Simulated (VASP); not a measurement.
Band structure of Os (hcp). Method: LDA (Ceperley-Alder, Perdew-Zunger) with spin-orbit coupling, VASP's LDA PAW potentials (set 64) (plane waves; VASP).

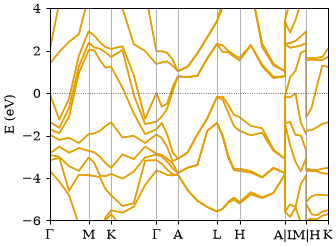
*Bands along high-symmetry lines, zero at the valence-band maximum or, without a gap, the Fermi level*

**Question.** Read the plot: is there a gap, and where are the band edges?

**Answer.** It has no gap at this level: it comes out as a metal or semimetal.

The compound is Os in the hcp structure. It was relaxed first.
